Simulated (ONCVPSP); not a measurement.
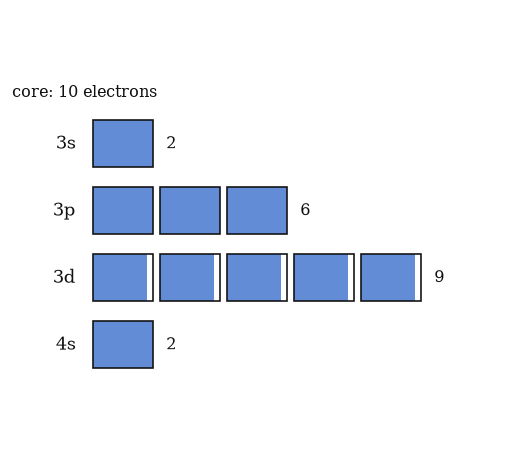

Fig. 1: The valence shells of the reference configuration: a box for each of the 2l + 1 orbitals, shaded by the share of the shell that is filled, with the electron count at the right.

## Pseudopotential generation, with input and output: Cu

Copper (Cu, Z = 29), core [Ne], reference valence 3s2 3p6 3d9 4s2, valence charge 19. Computed at this level: ONCV potential, PBE, scalar-relativistic, made with ONCVPSP 4.0.1.

### Key numbers

- outcome: generated
- cutoffs needed: 86 Ha and 97 Ha (the cutoffs at which the residual kinetic energy of the hardest occupied pseudo-wave falls to 1 and 0.1 mHa per electron)
- ghost test: no bound ghost flagged; no localised positive-energy state flagged
- largest excitation error: +38 meV (all-electron minus pseudo) for 3s2 3p6 3d7 4s0, out of 4 test configurations
- rms error of d²Exc/dni dnj: 2.86 mHa without and 1.89 mHa with the model core
- range over which the phases arctan(r R′/R) at the test radius agree within 0.05 rad (a looser test near the poles than one of phase shifts): s: over the whole range computed; p: over the whole range computed; d: over the whole range computed; f: not judged, local potential alone
- hardware: 1 CPU thread, shared host
- wall time: 4 s

### Remarks

Warnings of the program, in the generation or the tests: wellstate: negative energy specified for n= 4 l= 1.

### The input
```
# ATOM AND REFERENCE CONFIGURATION
# atsym  z   nc   nv     iexc    psfile
  Cu 29.00    3    4        4      upf
#
#   n    l    f
    1    0    2.00
    2    0    2.00
    2    1    6.00
    3    0    2.00
    3    1    6.00
    3    2    9.00
    4    0    2.00
#
# PSEUDOPOTENTIAL AND OPTIMIZATION
# lmax
    2
#
#   l,   rc,      ep,       ncon, nbas, qcut
    0    1.30    0.00    3    6   10.00
    1    1.14    0.00    4    7   11.90
    2    1.10    0.00    4    9   15.20
#
# LOCAL POTENTIAL
# lloc, lpopt,  rc(5),   dvloc0
    4    2    1.05    6.00
#
# VANDERBILT-KLEINMAN-BYLANDER PROJECTORs
# l, nproj, debl
    0    3    1.20
    1    2    0.80
    2    2    0.60
#
# MODEL CORE CHARGE
# icmod, fcfact, rcfact
    1    0.75    0.00
#
# LOG DERIVATIVE ANALYSIS
# epsh1, epsh2, depsh
   -6.00    5.00    0.04
#
# OUTPUT GRID
# rlmax, drl
    6.00    0.01
#
# TEST CONFIGURATIONS
# ncnf
    4
# nvcnf
#   n    l    f
    4
    3    0    2.00
    3    1    6.00
    3    2   10.00
    4    0    1.00
#
    4
    3    0    2.00
    3    1    6.00
    3    2   10.00
    4    0    0.00
#
    4
    3    0    2.00
    3    1    6.00
    3    2    9.00
    4    0    0.00
#
    4
    3    0    2.00
    3    1    6.00
    3    2    7.00
    4    0    0.00
#
```

Run as:
```bash
oncvpsp.x < Cu.dat > Cu.out
```

### The program's output (extracts)
```
ONCVPSP  (Optimized Norm-Conservinng Vanderbilt PSeudopotential)
scalar-relativistic version 4.0.1

#   n    l    f        energy (Ha)
    1    0    2.00    -3.2546576E+02
    2    0    2.00    -3.9257813E+01
    2    1    6.00    -3.3908754E+01
    3    0    2.00    -4.4098237E+00
    3    1    6.00    -2.8409875E+00
    3    2    9.00    -3.4980146E-01
    4    0    2.00    -2.1359831E-01

Reference configufation results
  iterations    32
  all-electron total energy (Ha)   -1.65477676D+03

Begin loop to  construct optimized pseudo wave functions
and semi-local pseudopoentials for all angular momenta

   Wellstate for l =  0  n =  5
     eigenvalue =   0.9864
     asymptotic potential =   1.4864
     half-point radius =  3.6371

Calculating optimized projector #   1

 for l=   0

    Fraction of norm inside rc  0.970279
    Optimizing pswf for qcut=  10.02 a_B^-1,  ecut=  50.15 Ha
    Residual kinetic energy error=  1.08D-06 Ha

    Energy error per electron        Cutoff
         Ha          eV             Ha
         0.01000     0.27211       12.46
         0.00100     0.02721       28.95
         0.00010     0.00272       37.27
         0.00001     0.00027       43.49

Calculating optimized projector #   2

 for l=   0

    Fraction of norm inside rc  0.051692
    Optimizing pswf for qcut=  10.02 a_B^-1,  ecut=  50.15 Ha
    Residual kinetic energy error=  3.46D-07 Ha

    Energy error per electron        Cutoff
         Ha          eV             Ha
         0.01000     0.27211        9.15
         0.00100     0.02721       22.62
         0.00010     0.00272       34.68
         0.00001     0.00027       41.94

Calculating optimized projector #   3

 for l=   0

    Fraction of norm inside rc  0.065144
    Optimizing pswf for qcut=  10.02 a_B^-1,  ecut=  50.15 Ha
    Residual kinetic energy error=  7.13D-07 Ha

    Energy error per electron        Cutoff
         Ha          eV             Ha
         0.01000     0.27211       10.17
         0.00100     0.02721       26.61
         0.00010     0.00272       36.91
         0.00001     0.00027       43.89

WARNING wellstate: negative energy specified for n= 4 l=  1
WARNING scattering state with energy  0.25000000
WARNING will be used for the first projector

   Wellstate for l =  1  n =  4
     eigenvalue =   0.2500
     asymptotic potential =   0.7500
     half-point radius =  3.1008

Calculating optimized projector #   1

 for l=   1

    Fraction of norm inside rc  0.897617
    Optimizing pswf for qcut=  11.90 a_B^-1,  ecut=  70.81 Ha
    Residual kinetic energy error=  4.73D-07 Ha

    Energy error per electron        Cutoff
         Ha          eV             Ha
         0.01000     0.27211       36.89
         0.00100     0.02721       46.93
         0.00010     0.00272       55.27
         0.00001     0.00027       62.47

Calculating optimized projector #   2

 for l=   1

    Fraction of norm inside rc  0.043105
    Optimizing pswf for qcut=  11.90 a_B^-1,  ecut=  70.81 Ha
    Residual kinetic energy error=  5.22D-08 Ha

    Energy error per electron        Cutoff
         Ha          eV             Ha
         0.01000     0.27211       27.03
         0.00100     0.02721       38.20
         0.00010     0.00272       47.94
         0.00001     0.00027       55.91

   Wellstate for l =  2  n =  4
     eigenvalue =   0.2502
     asymptotic potential =   0.7502
     half-point radius =  7.5861

Calculating optimized projector #   1

 for l=   2

    Fraction of norm inside rc  0.701157
    Optimizing pswf for qcut=  15.18 a_B^-1,  ecut= 115.24 Ha
    Residual kinetic energy error=  1.10D-06 Ha

    Energy error per electron        Cutoff
         Ha          eV             Ha
         0.01000     0.27211       72.17
         0.00100     0.02721       85.88
         0.00010     0.00272       96.82
         0.00001     0.00027      105.55

Calculating optimized projector #   2

 for l=   2

    Fraction of norm inside rc  0.027212
    Optimizing pswf for qcut=  15.18 a_B^-1,  ecut= 115.24 Ha
    Residual kinetic energy error=  3.99D-08 Ha

    Energy error per electron        Cutoff
         Ha          eV             Ha
         0.01000     0.27211       50.29
         0.00100     0.02721       68.82
         0.00010     0.00272       83.92
         0.00001     0.00027       95.59

Construct Vanderbilt / Kleinmman-Bylander projectors

B matrix Hermiticity error, ll=   0
   1   2    4.7717E-04
   1   3   -6.5275E-04
   2   3    4.1826E-05

  Orthonormal projector coefficients -5.8009E+00  3.6686E+00  2.0864E+00

B matrix Hermiticity error, ll=   1
   1   2    3.8528E-04

  Orthonormal projector coefficients -1.1405E+01 -3.0094E+00

B matrix Hermiticity error, ll=   2
   1   2    3.9303E-05

  Orthonormal projector coefficients -2.5203E+01 -7.0370E+00

Model core correction analysis
  based on d2Exc/dn_idn_j

d2excae - all-electron derivatives

   -4.384286D-02   -4.059105D-02   -2.919193D-02   -1.391071D-03
   -4.063081D-02   -3.889865D-02   -2.843472D-02   -1.298787D-03
   -2.941728D-02   -2.866049D-02   -2.435695D-02   -1.051138D-03
   -1.649992D-03   -1.629918D-03   -1.457768D-03   -1.510152D-04

d2excps - pseudofunction derivatives with no core correction

   -5.377333D-02   -4.147782D-02   -3.115336D-02   -2.165746D-03
   -4.151897D-02   -3.964589D-02   -3.143402D-02   -1.362127D-03
   -3.137897D-02   -3.165964D-02   -2.609159D-02   -1.068629D-03
   -2.424902D-03   -1.693172D-03   -1.475218D-03   -1.991637D-04

rms 2nd derivative error    2.857606E-03

Polynomial model core charge

d2excps - pseudofunction derivatives with core correction

   -3.889228D-02   -3.761256D-02   -2.993353D-02   -1.245397D-03
   -3.765208D-02   -3.791535D-02   -3.073230D-02   -1.123457D-03
   -3.015851D-02   -3.095790D-02   -2.577916D-02   -9.905184D-04
   -1.504240D-03   -1.454490D-03   -1.397102D-03   -1.425532D-04

rms 2nd derivative error    1.887620E-03

Pseudoatom total energy -196.495418

Diagnostic tests using Vanderbilt-Kleinman-Bylander pseudopotentials
  1 or more projectors used as specified by nproj input data

   l    rcore       rmatch      e in        delta e   norm test  slope test

   0   1.3049077   1.3445275  -4.4098237   0.0000469   1.0002166   1.0001961
   0   1.3049077   1.3445275  -0.2135983   0.0000078   1.0000557   1.0000260
   0   1.3049077   1.3445275   0.9864017   0.0000960   1.0002641   1.0002641

   1   1.1439953   1.1787294  -2.8409875  -0.0000135   1.0002273   1.0002382
   1   1.1439953   1.1787294   0.2500000   0.0000258   1.0003553   1.0003553

   2   1.1036626   1.1371722  -0.3498015  -0.0000052   1.0001511   1.0001636
   2   1.1036626   1.1371722   0.2501985  -0.0000034   1.0002552   1.0002552

 Testing for bound ghosts
   n   l    E NL Schr. Eq   E Basis Diag.   E Cutoff

   1   0       -4.409777       -4.409767    111.93
   2   0       -0.213591       -0.094907    111.93

   2   1       -2.841001       -2.840953    170.77

   3   2       -0.349807       -0.340396    363.80

 Testing for highly-localized positive-energy ghosts
       l    <radius>/rc     E Basis Diag.   E Cutoff

Test configuration 0

   n   l     f        eae           eps        diff
   1   0  2.0000 -325.46576020
   2   0  2.0000  -39.25781283
   2   1  6.0000  -33.90875409
   3   0  2.0000   -4.40982368   -4.40977681    4.69D-05
   3   1  6.0000   -2.84098750   -2.84100098   -1.35D-05
   3   2  9.0000   -0.34980146   -0.34980669   -5.23D-06
   4   0  2.0000   -0.21359831   -0.21359053    7.78D-06

    Total energies and differences
      AE_ref= -1.65477676D+03  AE_tst= -1.65477676D+03  dif=  0.00D+00
      PS_ref= -1.96495418D+02  PS_tst= -1.96495418D+02  dif= -5.73D-10
      PSP excitation error=  5.73D-10

Test configuration 1

   n   l     f        eae           eps        diff
   1   0  2.0000 -325.27451999
   2   0  2.0000  -39.04522397
   2   1  6.0000  -33.69828223
   3   0  2.0000   -4.21529237   -4.21475824    5.34D-04
   3   1  6.0000   -2.65123870   -2.65059651    6.42D-04
   3   2 10.0000   -0.18516466   -0.18520007   -3.54D-05
   4   0  1.0000   -0.16941097   -0.16929578    1.15D-04

    Total energies and differences
      AE_ref= -1.65477676D+03  AE_tst= -1.65484922D+03  dif= -7.25D-02
      PS_ref= -1.96495418D+02  PS_tst= -1.96567933D+02  dif= -7.25D-02
      PSP excitation error=  4.87D-05

Test configuration 2

   n   l     f        eae           eps        diff
   1   0  2.0000 -325.59186900
   2   0  2.0000  -39.35290449
   2   1  6.0000  -34.00678728
   3   0  2.0000   -4.53200588   -4.53111111    8.95D-04
   3   1  6.0000   -2.96913099   -2.96811137    1.02D-03
   3   2 10.0000   -0.50194273   -0.50197784   -3.51D-05

    Total energies and differences
      AE_ref= -1.65477676D+03  AE_tst= -1.65454971D+03  dif=  2.27D-01
      PS_ref= -1.96495418D+02  PS_tst= -1.96268648D+02  dif=  2.27D-01
      PSP excitation error=  2.77D-04

Test configuration 3

   n   l     f        eae           eps        diff
   1   0  2.0000 -326.21755518
   2   0  2.0000  -39.99094519
   2   1  6.0000  -34.64342349
   3   0  2.0000   -5.15541721   -5.15549884   -8.16D-05
   3   1  6.0000   -3.58743895   -3.58721107    2.28D-04
   3   2  9.0000   -1.08881248   -1.08915999   -3.48D-04

    Total energies and differences
      AE_ref= -1.65477676D+03  AE_tst= -1.65376575D+03  dif=  1.01D+00
      PS_ref= -1.96495418D+02  PS_tst= -1.95484423D+02  dif=  1.01D+00
      PSP excitation error=  6.78D-06

Test configuration 4

   n   l     f        eae           eps        diff
   1   0  2.0000 -327.88651755
   2   0  2.0000  -41.70651641
   2   1  6.0000  -36.35500101
   3   0  2.0000   -6.75427960   -6.76064459   -6.36D-03
   3   1  6.0000   -5.16839734   -5.16939260   -9.95D-04
   3   2  7.0000   -2.60688351   -2.60310944    3.77D-03

    Total energies and differences
      AE_ref= -1.65477676D+03  AE_tst= -1.65013755D+03  dif=  4.64D+00
      PS_ref= -1.96495418D+02  PS_tst= -1.91857618D+02  dif=  4.64D+00
      PSP excitation error=  1.40D-03
```

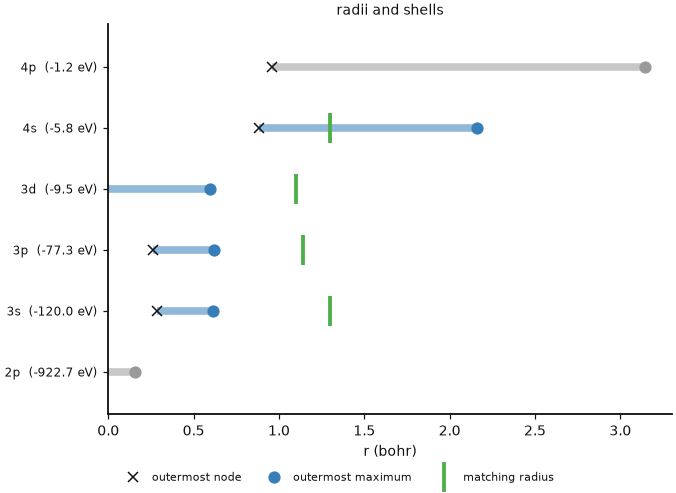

Fig. 2: Outer shells of the all-electron reference atom: each bar runs from the outermost node (or the nucleus) to the outermost maximum of u(r); the tick is the radius chosen for the pseudo-wave. Shells without a tick have no pseudo-wave of their own. Levels, nodes and maxima are from ld1.x, scalar-relativistic.

- Radii against the shells: 3s: 1.30 bohr, outside the maximum; 3p: 1.14 bohr, outside the maximum; 3d: 1.10 bohr, outside the maximum; 4s: 1.30 bohr, between node and maximum.

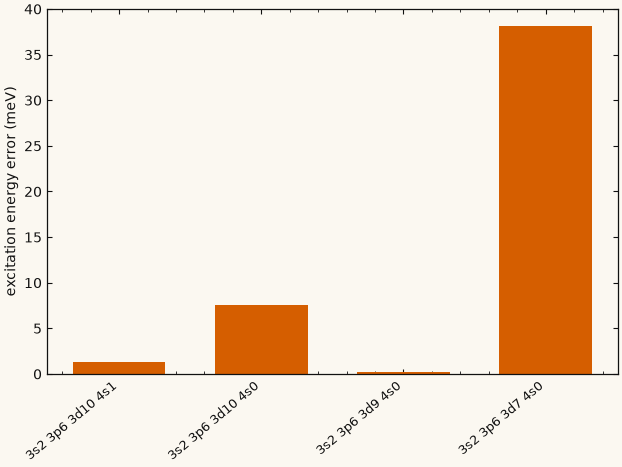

Fig. 3: Errors, all-electron minus pseudo, of the energies of valence configurations relative to the unpolarised reference 3s2 3p6 3d9 4s2.

- Worst configuration: 3s2 3p6 3d7 4s0 (charge +4): the error is +38 meV on an all-electron energy of +126.24 eV relative to the reference, or 0.03 %.
- Configurations within 10 meV and within 50 meV: 3 and 4 of 4.
- Errors in meV: 3s2 3p6 3d10 4s1: +1.3; 3s2 3p6 3d10 4s0: +7.5; 3s2 3p6 3d9 4s0: +0.2; 3s2 3p6 3d7 4s0: +38.

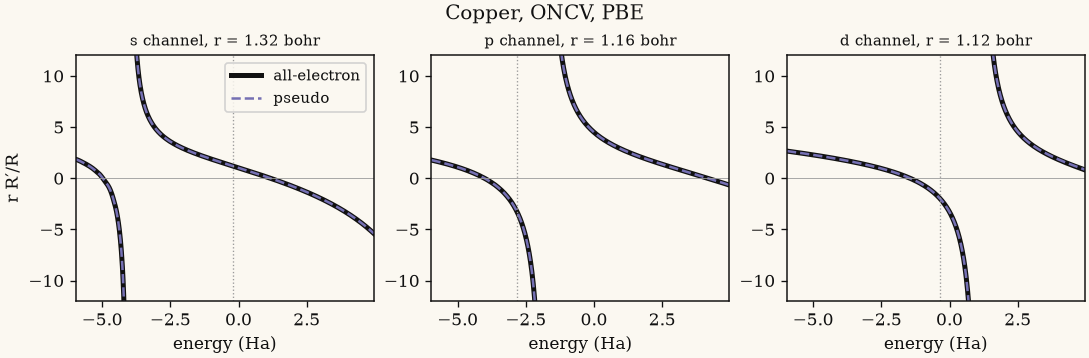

Fig. 4: Logarithmic derivatives r R′/R at the test radius against energy, all-electron atom (solid) and pseudo-atom (dashed). Here R(r) is the radial function. The dotted line marks the reference energy of the channel. Not drawn: f: not judged.

- Ghost states: the plot shows none: pseudo and all-electron curves have the same branches in all channels drawn. The separate test gives: no bound ghost flagged; no localised positive-energy state flagged.
- Zeros of the logarithmic derivative: s: all-electron -5.0 and 1.2 Ha, pseudo -5.0 and 1.2 Ha; p: all-electron -4.0 and 4.2 Ha, pseudo -4.0 and 4.2 Ha; d: all-electron -1.4 Ha, pseudo -1.4 Ha.
